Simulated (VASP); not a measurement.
Band structure of Na (bcc). All values below come from SCAN meta-GGA, VASP's PBE PAW potentials (set 64) (plane waves; VASP).

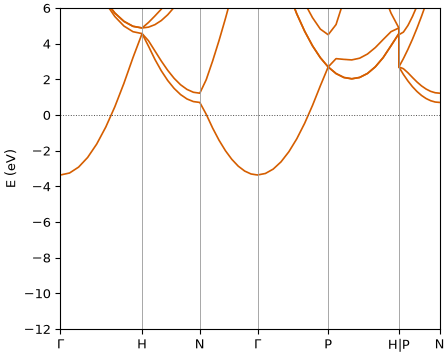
Figure. Bands along high-symmetry lines, zero at the valence-band maximum or, without a gap, the Fermi level

Read the plot: is there a gap, and where are the band edges?

It has no gap at this level: it comes out as a metal or semimetal.

The compound is Na in the bcc structure. It was relaxed first.
